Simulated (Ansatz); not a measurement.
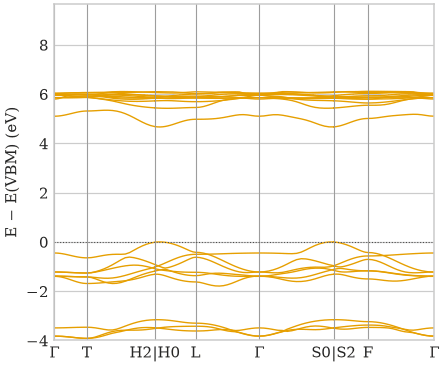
*Band structure from the program Ansatz at the r²SCAN level (PAW)*

The gap is 4.67 eV; an edge lies off the plotted path or next to a special point (maximum off the standard path, minimum on the Γ–S0 line, 97 % of the way from Γ).

The material is LaOF in space group R-3m (No. 166; La on 6c, O on 6c, F on 6c).

The first step of the workflow began from a Materials Project structure, measured or hypothetical; the Crystallography Open Database files this formula in space group No. 166, but the cells were not matched. Its standing as an ambient phase is unchecked. Symmetry was held in the r²SCAN relaxation; its stability against distortions is not shown here. Spin–orbit coupling is left out wherever it is not named.

Potentials: the later of the program's two PAW sets.
